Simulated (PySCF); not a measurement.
CH12BNSi3

The calculation's input:

```
{"job": {"kind": "nmr", "xc": "PBE0", "basis": "pcSseg-1"}, "charge": 0, "multiplicity": 1}
B      3.206038    -0.149183    -0.000379
Si     1.789036    -1.237358    -0.730635
Si    -0.218424    -0.032387    -0.671843
Si    -2.203297    -1.226520    -0.528646
N     -0.109431     0.931344     0.763560
C     -1.171409     1.795626     1.216377
H      3.792690     0.621273    -0.661798
H      3.432498    -0.128263     1.150269
H      1.911250    -1.643176    -2.143290
H      1.514423    -2.527251    -0.069966
H     -0.292153     0.846406    -1.876527
H     -3.385245    -0.510005    -1.029848
H     -2.127642    -2.464309    -1.308943
H     -2.558263    -1.620150     0.839536
H      0.792466     1.301366     1.024003
H     -1.165267     2.770215     0.713709
H     -1.089894     1.963631     2.292359
H     -2.126137     1.315059     1.010407
```

Command:

```sh
OMP_NUM_THREADS=1 python probes_run.py task.json out
```

Geometry: GFN2-xTB.

All numbers below come from PySCF 2.14.0, PBE0/pcSseg-1, SCF density, gas phase, non-relativistic.

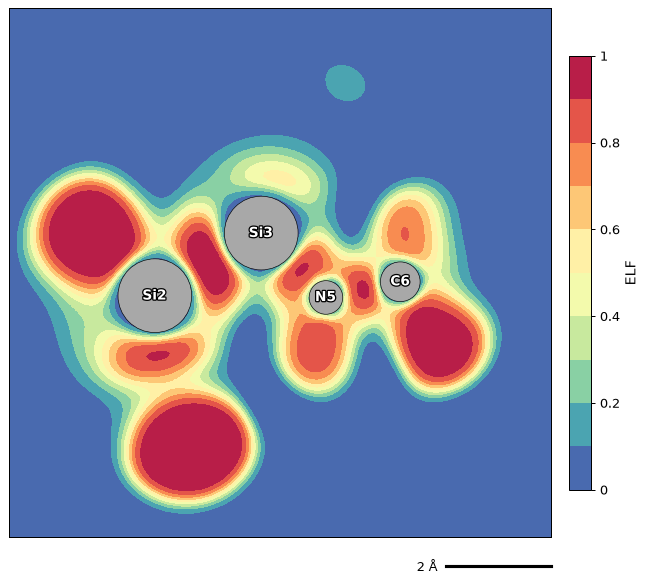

Figure 1. ELF on the plane of atoms Si2, Si3 and N5. Grey discs cover the atomic cores.

Describe what can be read from this map.

Atoms in the plane: Si, N and C.
C–N (1.44 Å): the ELF peaks at about 0.90 between the atoms; localised, covalent bonding.
Si–N (1.73 Å): the ELF peaks at about 0.90 between the atoms: a shared but strongly polarised pair.
Si–Si (2.34 Å): the ELF peaks at about 1 between the atoms, as expected for a shared electron pair.

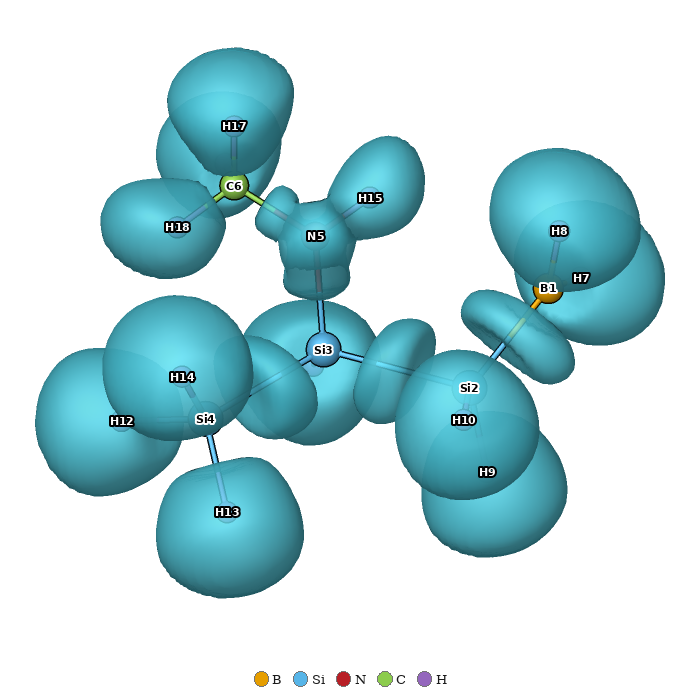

Figure 2. Isosurface of the ELF at 0.75 (cyan), seen at a tilt. Core shells and regions of very low density are left out.

Describe the localisation domains.

At this value the surface marks out one region between bonded B–Si atoms (shared pairs), two regions between bonded Si–Si atoms (shared pairs), eleven regions around hydrogen nuclei and one joined region spread over several atoms (H, N), in which their bonds and any lone pairs are merged.

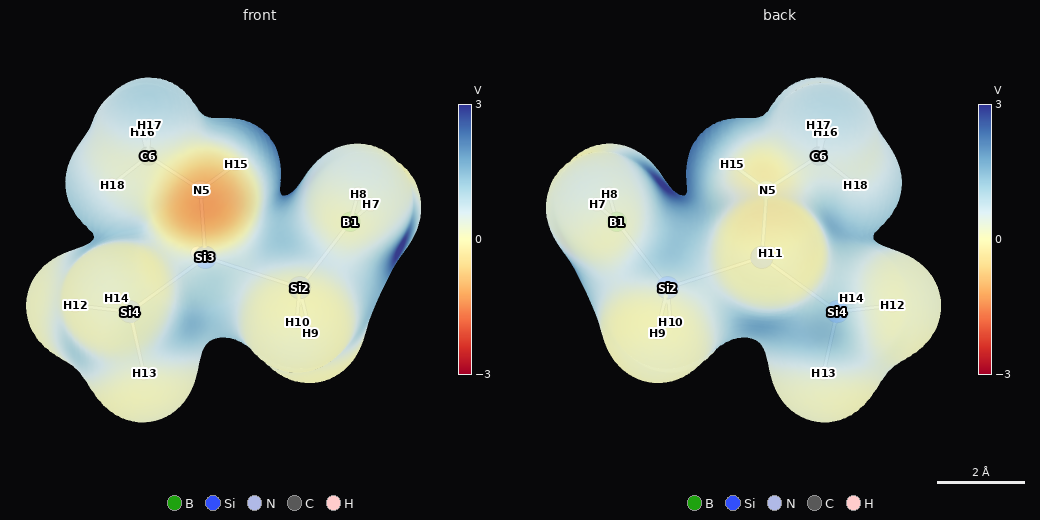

Figure 3. The electrostatic potential painted on the density surface at 0.004 e/bohr³, seen from the front and from behind; the colour scale runs from red (negative) to blue (positive).

Describe the electrostatic potential map.

The most negative region (about −1.2 V) lies over N5, the most positive (about +2.9 V) over B1. N5 is the likeliest acceptor of a hydrogen bond.

How polar is the molecule by this calculation?

Its dipole moment is 1.57 D.
